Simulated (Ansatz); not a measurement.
# Li2HgF4 (built on the sites of a database entry of Cs2HgF4): a soft mode frozen in

Aim: this structure of Li2HgF4 (built on the sites of a database entry of Cs2HgF4) is to be tested for unstable modes, and one is followed downhill.

Calculated with Ansatz 0.2.0; DFT PBEsol, scalar-relativistic, plane waves, PAW.

The structure was built from a prototype and need not be the compound's stable phase.

## Step 1: Starting point

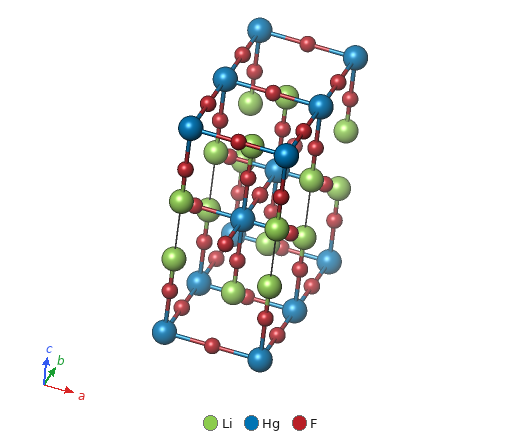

Start, viewed from a free direction; lithium green, mercury blue, fluorine red. 1×2×1 cells are drawn. This picture shows the conventional cell, with its axes. Some periodic images of atoms are drawn too.

Coordinates:

```cif
data_structure
_symmetry_space_group_name_H-M 'P 1'
_symmetry_Int_Tables_number 1
_cell_length_a 6.3013
_cell_length_b 6.3013
_cell_length_c 6.3013
_cell_angle_alpha 137.772
_cell_angle_beta 137.772
_cell_angle_gamma 61.252
_cell_volume 111.75
loop_
_atom_site_label
_atom_site_type_symbol
_atom_site_fract_x
_atom_site_fract_y
_atom_site_fract_z
_atom_site_occupancy
Li1 Li 0.35900 0.35900 0.00000 1
Li2 Li 0.64100 0.64100 0.00000 1
Hg3 Hg 0.00000 0.00000 0.00000 1
F4 F 0.20245 0.20245 0.00000 1
F5 F 0.79755 0.79755 0.00000 1
F6 F 0.00000 0.50000 0.50000 1
F7 F 0.50000 0.00000 0.50000 1
```

## Step 2: Modes at Γ

The cell comes from relaxations at this level that are not shown. The zone centre is the only wavevector solved here; it holds the modes that light can see, as far as symmetry allows. The response to a homogeneous field gives the Born charges and the dielectric tensor.

File input.yaml:

```yaml
crystal:
  lattice:
    - [-2.2698744399, 2.2698744399, 5.4223198673]
    - [2.2698744399, -2.2698744399, 5.4223198673]
    - [2.2698744399, 2.2698744399, -5.4223198673]
  atoms:
    - { symbol: Li, position: [0.3590037198, 0.3590037198, 0.0] }
    - { symbol: Li, position: [0.6409962802, 0.6409962802, 0.0] }
    - { symbol: Hg, position: [0.0, 0.0, 0.0] }
    - { symbol: F, position: [0.2024518664, 0.2024518664, 0.0] }
    - { symbol: F, position: [0.7975481336, 0.7975481336, 0.0] }
    - { symbol: F, position: [0.0, 0.5, 0.5] }
    - { symbol: F, position: [0.5, 0.0, 0.5] }
kpoints:
  mp_grid: { grid: [8, 8, 8] }
hamiltonian:
  xc: pbesol
scf:
  occupations: { method: fixed }
output:
  eigenvalues: true
phonons:
  method: dfpt
  dielectric: true
  rigid_motions: translations
```

Run with:

```bash
> ansatz run input.yaml --threads 8 --pin off --max-ram 14336MiB --backend cpu --events-out ev --progress --plain --runs-dir out
```

Numbers of over 12 decimals in the logs are rounded to 6 here.

The log of the run:

```text
Engine: ansatz 0.2.0, aarch64-unknown-linux-gnu
Pseudopotentials: kind: paw
Pseudopotential: Li, paw, valence charge 3, recommended cutoff 420 eV (normal), Li.paw.azcp
Pseudopotential: Hg, paw, valence charge 20, recommended cutoff 420 eV (normal), Hg.paw.azcp
Pseudopotential: F, paw, valence charge 7, recommended cutoff 420 eV (normal), F.paw.azcp
Functional definition: PBEsol
  exchange = pbesol_x
  correlation = pbesol_c
Crystal: 7 atoms, lattice volume = 111.750 Å³
Basis set: ecut = 420 eV, 2195 PW (Γ), exchange–correlation on 90×90×90 points (8 copies of the dense FFT grid, shifted against one another)
Bands: 34, of which v1, the nominal top of the filled ones, is band 27 counted from 1 (26 counted from 0)
Symmetry: 16 space group operations
k-points: 260 of 512 (irreducible under 1 space group operation, time reversal used)
Non-local potential: Li, projectors of the file, l = 0: 3, l = 1: 2, l = 2: 1
Non-local potential: Hg, projectors of the file, l = 0: 3, l = 1: 2, l = 2: 2, l = 3: 1
Non-local potential: F, projectors of the file, l = 0: 2, l = 1: 2, l = 2: 1
PAW form: soft (Blöchl's): semilocal exchange-correlation on the pseudo side does not see the compensation charge
PAW frozen core: Hg, regenerated for the run's functional, and the local potential with it (the file was generated under x = pbe(κ = 0.804, μ = 0.219515), c = pbe(β = 0.066725))
PAW frozen core: F, regenerated for the run's functional, and the local potential with it (the file was generated under x = pbe(κ = 0.804, μ = 0.219515), c = pbe(β = 0.066725))
PAW one-centre angular grid: Li, 110 points (default); XC on 64 Gauss nodes
PAW one-centre angular grid: Hg, 590 points (default); XC on 64 Gauss nodes
PAW one-centre angular grid: F, 110 points (default); XC on 64 Gauss nodes
Initial density: superposition of atomic densities (neutral atoms: chi_scale 0, normalization atom), corrected by the library's trained network
Initial wavefunctions: pseudopotential atomic-orbital guess
Functional: x = pbesol(κ = 0.804, μ = 0.123457), c = pbesol(β = 0.046)
SCF iter   1: F=—  HF=-17278.294836 eV  |F-HF|=—  |Δ(HF+E_count)|=         —  Δρ=1.19e-2  dr2=9.88e-2  ethr=1.77e-3  ⟨swp⟩=4.9  Hψ=30742  notcnv=0  defer=1288
preconditioner: auto → Resta (q_TF=auto, 2.417 Å⁻¹)  ε∞=3.6  [insulator: Δε(μ)=1.676 eV  Ē_g=14.147 eV  n_scr=32 (ndim 8)  ℏωp=22.8 eV  f_vac=0.295  ε∞_Penn≈3.6]
SCF iter   2: F=—  HF=-17278.268965 eV  |F-HF|=—  |Δ(HF+E_count)|=   2.59e-2  Δρ=2.91e-3  dr2=4.55e-3  ethr=1.83e-4  ⟨swp⟩=2.0  Hψ=16394  notcnv=0  defer=1293
SCF iter   3: F=—  HF=-17278.267961 eV  |F-HF|=—  |Δ(HF+E_count)|=   1.00e-3  Δρ=9.91e-4  dr2=8.40e-4  ethr=8.42e-6  ⟨swp⟩=2.0  Hψ=13619  notcnv=0  defer=1299
SCF iter   4: F=—  HF=-17278.267862 eV  |F-HF|=—  |Δ(HF+E_count)|=   9.89e-5  Δρ=2.25e-4  dr2=6.59e-5  ethr=1.55e-6  ⟨swp⟩=2.0  Hψ=14676  notcnv=0  defer=1299
SCF iter   5: F=—  HF=-17278.267862 eV  |F-HF|=—  |Δ(HF+E_count)|=   2.97e-7  Δρ=1.63e-4  dr2=2.30e-5  ethr=1.22e-7  ⟨swp⟩=2.0  Hψ=12532  notcnv=0  defer=685
SCF iter   6: F=—  HF=-17278.267862 eV  |F-HF|=—  |Δ(HF+E_count)|=   6.61e-8  Δρ=4.73e-5  dr2=1.96e-6  ethr=4.26e-8  ⟨swp⟩=2.0  Hψ=13264  notcnv=0  defer=665
SCF iter   7: F=—  HF=-17278.267937 eV  |F-HF|=—  |Δ(HF+E_count)|=   7.49e-5  Δρ=1.01e-5  dr2=1.68e-7  ethr=3.63e-9  ⟨swp⟩=2.3  Hψ=12457  notcnv=0  defer=665
SCF iter   8: F=—  HF=-17278.267937 eV  |F-HF|=—  |Δ(HF+E_count)|=   2.06e-7  Δρ=1.82e-6  dr2=7.14e-9  ethr=3.11e-10  ⟨swp⟩=2.3  Hψ=13055  notcnv=0  defer=665
SCF iter   9: F=—  HF=-17278.267937 eV  |F-HF|=—  |Δ(HF+E_count)|=   8.58e-9  Δρ=3.68e-7  dr2=3.36e-10  ethr=1.32e-11  ⟨swp⟩=2.1  Hψ=13280  notcnv=0  defer=665
SCF iter  10: F=-17278.267937 eV  HF=-17278.267937 eV  |F-HF|=4.00e-11  |Δ(HF+E_count)|=  1.67e-10  Δρ=1.18e-7  dr2=2.75e-11  ethr=1.00e-12  ⟨swp⟩=11.8  Hψ=49147  notcnv=0
SCF 1 converged in 10 iterations: F = -17278.267937 eV  dr2 = 2.75e-11
  greatest PAW one-centre occupation: 1.000 electrons in one spin orbital (limit 2), on the Hg atom at site 2 (counted from 0), in its partial waves of l = 0
NSCF: frozen V_eff on 3 k-points
DFPT response loops at Γ: preconditioner auto → none (the input reference at scf.mixing.eps_inf says where Resta's filter doesn't serve); β = 0.50; Broyden in place of MSR1
SCF converged after 10 iterations
Free energy (F): -17278.267937 eV
Harris-Foulkes:  -17278.267937 eV  (|F-HF|=4.00e-11)
Internal energy: -17278.267937 eV  (E = F + TS)
E sigma→0 (E₀):  -17278.267937 eV
Fermi energy:    2.165526 eV
--- Per-component energies (eV) ---
  E_band       = -929.009990
  E_kinetic    = 1467.479516
  E_local      = -7112.436009  (includes V_loc(G=0)·N_el)
  E_nonlocal   = 310.177277
  E_hartree    = 2912.628817
  E_xc         = -551.600400
  E_vxc        = -690.639710  (∫ρ·V_xc dr)
  E_paw        = -10614.583271  (= ΣΔE_a)
  E_vpaw       = -728.857727  (= ΣTr[D̂ρ^β])
  E_aug_tail   = 0.009051  (compensation charges beyond the density's cutoff)
  E_ewald      = -3690.441339
  E_core_change = 0.498422  (= ΣΔE_core)
  E_smearing   = -0.000000  (= −TS)
  E_closure    = -0.000000  (closes the sum)
  Σ components = -17278.267937   (vs F -17278.267937, Δ=0.00e0)
--- Band table (eV; the first three rows and the last of 260) ---
  k-point 0: bands = [... 23 lower, 0.1366, 0.1366, 0.2677, 0.2677, 3.8734, 8.2831, 9.8974, 10.7517, ... 3 higher]
  k-point 1: bands = [... 23 lower, 0.1139, 0.2112, 0.3035, 0.6876, 4.2082, 8.3510, 9.9960, 10.7488, ... 3 higher]
  k-point 2: bands = [... 23 lower, 0.1793, 0.3821, 0.8562, 1.3236, 5.1434, 8.4756, 9.8320, 10.3811, ... 3 higher]
  k-point 259: bands = [... 23 lower, -0.1925, 0.0425, 0.5663, 0.5663, 4.3592, 7.8453, 8.5098, 11.3664, ... 3 higher]
--- Phonons (Γ-DFPT): 9 representative perturbations + reference, on 260 of 512 k-points (Σ response iterations 35) ---
  k mesh reduced under 1 symmetry operation, with k and −k counted as one. Each operation leaves every solved perturbation unchanged. A smaller set is not considered because the run solves the response to a homogeneous field
  ASR residual: 1.552e-4 → 0.000e0 eV/Å²; symmetrization residual: 3.427e-6 eV/Å²
  ASR residual per site (eV/Å²): 1.32e-4 1.32e-4 9.56e-6 1.55e-4 1.55e-4 8.91e-5 8.91e-5
  Γ frequencies (cm⁻¹): -245.47 -245.47 -175.96 -175.96 -97.06 -97.06 -32.71 0.00 0.00 0.00 83.23 110.37 110.37 115.60 115.60 290.45 347.25 403.23 403.23 622.15 644.14
  ε∞ (high-frequency dielectric tensor):
        2.652687     0.000000     0.000000
        0.000000     2.652687     0.000000
       -0.000000    -0.000000     2.233118
  softest optical mode at Γ: -245.47 cm⁻¹; the repairs (sum rule, projections) moved no ω² at Γ by more than (2.83 cm⁻¹)²
  Born effective charges Z* (e; rows j = field, columns β = displacement):
    site 0:
         1.08389    0.00000   -0.00000
         0.00000    1.08389   -0.00000
        -0.00000   -0.00000    1.23124
    site 1:
         1.08389    0.00000    0.00000
         0.00000    1.08389    0.00000
        -0.00000   -0.00000    1.23124
    site 2:
         2.41186    0.00000   -0.00000
         0.00000    2.41186   -0.00000
         0.00000    0.00000    2.28513
    site 3:
        -0.80051    0.00000    0.00000
         0.00000   -0.80051    0.00000
        -0.00000   -0.00000   -1.68390
    site 4:
        -0.80051    0.00000   -0.00000
         0.00000   -0.80051    0.00000
         0.00000   -0.00000   -1.68390
    site 5:
        -2.03335    0.00000    0.00000
         0.00000   -0.94528    0.00000
        -0.00000   -0.00000   -0.68991
    site 6:
        -0.94528    0.00000    0.00000
         0.00000   -2.03335    0.00000
        -0.00000    0.00000   -0.68991
  Z* charge neutrality: 1.314e-4 e pre-enforcement
  k-mesh period / interband length: 36.3 Å / 1.18 Å = 30.76 at k = (0.1250, -0.1250, 0.1250), direct gap 3.356 eV — 14 or more, which is no proof of convergence
  optical modes at Γ without the LO–TO term, one row a degenerate level:
      ω (cm⁻¹)  modes    IR ((D/Å)²/amu)
       -245.47      2            18.4368
       -175.96      2             0.0000
        -97.06      2             3.0489
        -32.71      1             0.0000
         83.23      1             2.0463
        110.37      2             0.0000
        115.60      2             0.0482
        290.45      1             0.0341
        347.25      1             0.0000
        403.23      2            10.7506
        622.15      1            16.6418
        644.14      1             0.0000
  optical modes at Γ + LO–TO along q̂ = [1.0000, 0.0000, 0.0000]:
      ω (cm⁻¹)  modes    IR ((D/Å)²/amu)
       -245.47      1             9.2184
       -175.96      2             0.0000
       -159.17      1             1.4051
        -97.06      1             1.5245
[...]
optical modes at Γ + LO–TO along q̂ = [0.0000, 1.0000, 0.0000]:
      ω (cm⁻¹)  modes    IR ((D/Å)²/amu)
[...]
optical modes at Γ + LO–TO along q̂ = [0.0000, 0.0000, 1.0000]:
      ω (cm⁻¹)  modes    IR ((D/Å)²/amu)
       -245.47      2            18.4368
       -175.96      2             0.0000
        -97.06      2             3.0489
        -32.71      1             0.0000
        110.37      2             0.0000
        115.60      2             0.0482
        139.63      1             1.0463
        290.85      1             0.0220
        347.25      1             0.0000
        403.23      2            10.7506
        644.14      1             0.0000
        730.95      1            17.6539
```

It took 4.8 min on 8 threads of Arm Neoverse V1, shared host; peak memory 3.7 GiB; 36 min of CPU time.

The column dr2 measures how far the density is from self-consistency, as an energy; F and HF (Harris–Foulkes) agree once it is small.

Numbers from this step:

```
gap on the k-mesh                                       : 1.708 eV
volume per atom                                         : 15.96 Å³
sum-rule residual before enforcement                    : 1.55e-4 eV/Å²
miss of the charge sum rule                             : 1.31e-4 e
point group                                             : 4/mmm
highest optical mode at the zone centre (no LO-TO term) : 644.1 cm⁻¹
lowest optical zone-centre mode                         : -245.5 cm⁻¹
mean high-frequency dielectric constant                 : 2.513
largest Born charge (third of the trace)                : 2.370 e
top of the zone-centre spectrum with the field          : 731.0 cm⁻¹
```

Without the LO-TO term. Patterns of degenerate modes are one choice out of their space. The modes at Γ (shares of kinetic energy by element, %) (negative means imaginary):

```csv
mode,frequency (cm⁻¹),symmetry,Li %,Hg %,F %
1,-245.5,Eu,57,0,42
2,-245.5,Eu,57,0,42
3,-176.0,Eg,91,0,9
4,-176.0,Eg,91,0,9
5,-97.1,Eu,7,1,92
6,-97.1,Eu,7,1,92
7,-32.7,B2u,0,0,100
8,0.0,acoustic,5,69,26
9,0.0,acoustic,5,69,26
10,0.0,acoustic,5,69,26
11,83.2,A2u,1,13,86
12,110.4,Eg,9,0,91
13,110.4,Eg,9,0,91
14,115.6,Eu,31,23,46
15,115.6,Eu,31,23,46
16,290.4,A2u,35,18,47
17,347.2,A1g,25,0,75
18,403.2,Eu,0,6,94
19,403.2,Eu,0,6,94
20,622.1,A2u,60,0,40
21,644.1,A1g,75,0,25
```

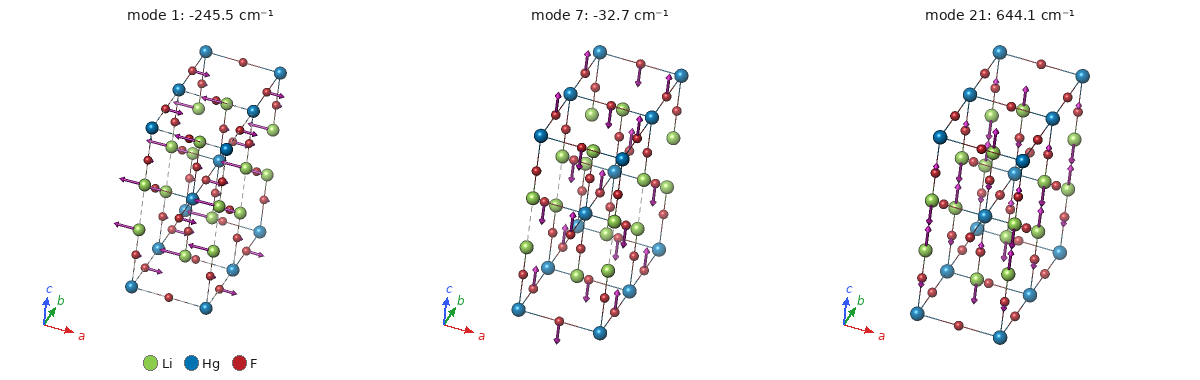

Displacement patterns of modes 1, 7 and 21 at Γ; arrows are exaggerated. 1×2×1 conventional cells are drawn. Some periodic images of atoms are drawn too.

Before it was imposed, the acoustic sum rule was missed by 1.6e-4 eV/Å² and the charge sum rule by 1.3e-4 e. Small misses are needed for a sound result but don't prove that mesh and cutoff are converged. The lowest optical mode is imaginary, 245.5i cm⁻¹, so the energy falls along it.

## Step 3: The mode frozen in, largest atomic shift 0 Å

The mode followed lies at Γ with frequency 245.5i cm⁻¹ and is 2-fold degenerate, the softest among the wavevectors solved. At small amplitude the distorted cell has space group no. 44 by a symmetry search on the positions. The undistorted cell that holds it gives the zero of energy on the same k mesh.

Edit input.yaml of step 2 so:

```diff
@@ -18,8 +18,6 @@
 scf:
-  occupations: { method: fixed }
+  occupations: { method: gaussian, width: 0.02 }
 output:
+  forces: true
+  stress: true
   eigenvalues: true
-phonons:
-  method: dfpt
-  dielectric: true
-  rigid_motions: translations
```

The log of the run:

```text
[...]
Crystal: 7 atoms, lattice volume = 111.750 Å³
Basis set: ecut = 420 eV, 2195 PW (Γ), exchange–correlation on 90×90×90 points (8 copies of the dense FFT grid, shifted against one another)
Bands: 34, of which v1, the nominal top of the filled ones, is band 27 counted from 1 (26 counted from 0)
Symmetry: 16 space group operations
[...]
k-points: 59 of 512
[...]
k-point 0: bands = [... 23 lower, 0.1365, 0.1365, 0.2676, 0.2676, 3.8734, 8.2830, 9.8972, 10.7517, ... 2 higher]
  k-point 1: bands = [... 23 lower, 0.1139, 0.2111, 0.3035, 0.6876, 4.2082, 8.3509, 9.9958, 10.7488, ... 2 higher]
  k-point 2: bands = [... 23 lower, 0.1792, 0.3821, 0.8562, 1.3236, 5.1434, 8.4754, 9.8320, 10.3810, ... 2 higher]
  k-point 58: bands = [... 23 lower, -0.1925, 0.0424, 0.5663, 0.5663, 4.3592, 7.8452, 8.5096, 11.3664, ... 2 higher]
[key lines of the parts left out:]
SCF converged after 8 iterations
Free energy (F): -17278.267937 eV
Fermi energy:    3.019671 eV
P = ⅓ Tr σ = 0.0027 GPa (0.027 kbar)
```

Elapsed: 1.9 s, on 8 threads; peak memory 0.62 GiB; 13 s of CPU time.

Numbers from this step:

| Property | Result |
| --- | --- |
| pressure | 0.002662 GPa |
| energy from the undistorted cell | 0 meV/atom |

At this level the gap is 1.71 eV on the k-mesh of the self-consistent run, which can miss the band edges.

## Step 4: The mode frozen in, largest atomic shift 0.6 Å

The atoms are moved along the unstable eigenvector, the largest shift by 0.6 Å, with the cell fixed.

input.yaml, the sections that differ from step 3:

```yaml
crystal:
  lattice:
    - [-2.2698744399, 2.2698744399, 5.4223198673]
    - [2.2698744399, -2.2698744399, 5.4223198673]
    - [2.2698744399, 2.2698744399, -5.4223198673]
  atoms:
    - { symbol: Li, position: [0.3590037198, 0.226837819, -0.1321659008] }
    - { symbol: Li, position: [0.6409962802, 0.5088303795, -0.1321659008] }
    - { symbol: Hg, position: [0.0, -0.0029592035, -0.0029592035] }
    - { symbol: F, position: [0.2024518664, 0.2186520358, 0.0162001694] }
    - { symbol: F, position: [0.7975481336, 0.813748303, 0.0162001694] }
    - { symbol: F, position: [0.0, 0.5011835203, 0.5011835203] }
    - { symbol: F, position: [0.5, 0.0942192638, 0.5942192638] }
# kpoints, hamiltonian, scf, output: as in step 3
```

The log of the run:

```text
[...]
Crystal: 7 atoms, lattice volume = 111.750 Å³
Basis set: ecut = 420 eV, 2195 PW (Γ), exchange–correlation on 90×90×90 points (8 copies of the dense FFT grid, shifted against one another)
Bands: 34, of which v1, the nominal top of the filled ones, is band 27 counted from 1 (26 counted from 0)
Symmetry: 4 space group operations
[...]
k-points: 95 of 512 (time reversal used)
[...]
k-point 0: bands = [... 23 lower, 0.0426, 0.0583, 0.1825, 0.3021, 3.7657, 8.8337, 9.8394, 10.8145, ... 2 higher]
  k-point 1: bands = [... 23 lower, 0.0276, 0.1229, 0.2019, 0.6594, 4.0903, 8.8944, 9.9102, 10.7621, ... 2 higher]
  k-point 2: bands = [... 23 lower, 0.0950, 0.2880, 0.6135, 1.2488, 4.9850, 8.9304, 10.0043, 10.6365, ... 2 higher]
  k-point 94: bands = [... 23 lower, -0.2737, 0.0641, 0.4730, 0.4832, 4.4196, 7.7503, 8.8824, 11.4728, ... 2 higher]
[key lines of the parts left out:]
SCF converged after 9 iterations
Free energy (F): -17278.893676 eV
Fermi energy:    2.819680 eV
P = ⅓ Tr σ = -0.8877 GPa (-8.877 kbar)
```

Run time: 5.2 s. Hardware: 8 threads; peak memory 0.65 GiB; 40 s of CPU time.

This step gave:

* pressure: -0.8877 GPa
* gap on the k-mesh: 1.892 eV
* energy from the undistorted cell: -89.39 meV/atom

The energy, extrapolated to zero smearing, is -89.39 meV/atom against the undistorted cell.

The run ends at a pressure of -0.89 GPa, with forces up to 0.78 eV/Å.

## Step 5: Energy along the mode, all amplitudes (two of the runs are shown above)

An imaginary frequency means negative curvature, so the energy should fall and then rise again as anharmonic terms take over.

Numbers from this step:

```yaml
depth_at_the_lowest_point_sampled: 89.39 meV/atom
largest_atomic_shift_at_that_point: 0.6 Å
```

The energy from the parent by largest atomic shift:

```csv
largest atomic shift (Å),energy from the parent (meV/atom)
0.000,0
0.040,-0.612
0.080,-2.44
0.140,-7.36
0.220,-17.7
0.320,-35.2
0.450,-62.0
0.600,-89.4
```

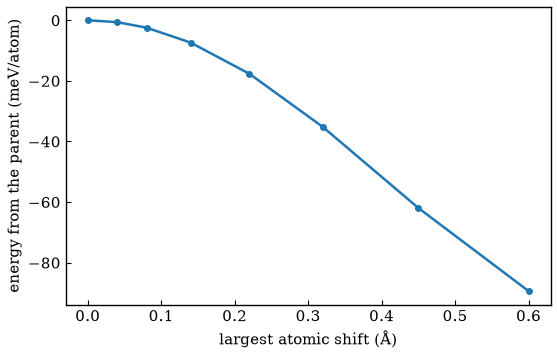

Energy from the parent, plotted against largest atomic shift.

Displacement at unit largest shift by atom:

```csv
atom,x (Å),y (Å),z (Å),size
Li1,-1.00,0.00,0.00,1.00
Li2,-1.00,0.00,0.00,1.00
Hg3,-0.02,0.00,0.00,0.02
F4,0.12,0.00,0.00,0.12
F5,0.12,0.00,0.00,0.12
F6,0.01,0.00,0.00,0.01
F7,0.71,0.00,0.00,0.71
```

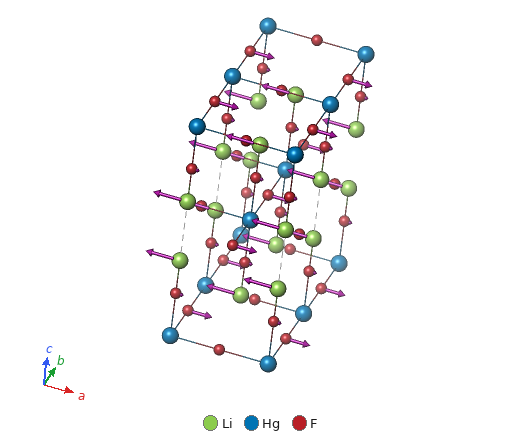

Displacement at unit largest shift as arrows, the longest 1 Å. 1×2×1 conventional cells are drawn. Some periodic images of atoms are drawn too.

The lowest of the steps tried is the last one, at 0.6 Å, 89.4 meV/atom below the parent; the bottom of the well need not coincide with a step.

(Continued in part 2 of 3.)

[Logs are printed without paths, hosts, clocks, repeated set-up lines and the standing remarks that a program may print on its own settings, such as how far it seeks lower states.]

[Hosts, paths, dates, database ids (printed as entryN), source tags and the programs' standing remarks are cut or masked in the printed files.]
